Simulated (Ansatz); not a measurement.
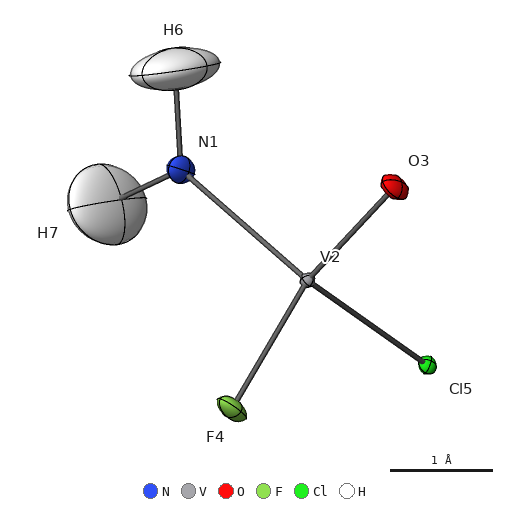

Displacement ellipsoids at the 50 % level, enlarged 1.5 times, from the internal vibrations of the free molecule (harmonic, no overall translation or rotation; no half-axis is drawn under 0.075 Å). The species is neutral and a spin singlet. Vibrations computed with RKS PBE0-D4/def2-TZVP (Ansatz 0.2.0). Temperature: 298 K.

### Which atom has the largest mean-square displacement?

H7, with U_eq = 0.0344 Å².

### Does H7 move more along its bond or across it?

Across it: the root-mean-square amplitude is 0.082 Å along the bond and up to 0.257 Å across, since bending and torsion are softer than stretching.

Give the displacement parameters, one line for each set of equivalent atoms.

```csv
atom,U_eq (Å²),rms amplitudes (Å)
N1,0.0043,"0.043, 0.059, 0.088"
V2,0.00090,"0.025, 0.032, 0.032"
O3,0.0036,"0.041, 0.058, 0.077"
F4,0.0041,"0.040, 0.058, 0.085"
Cl5,0.0016,"0.034, 0.040, 0.044"
H6,0.0316,"0.088, 0.166, 0.244"
H7,0.0344,"0.081, 0.176, 0.257"
```
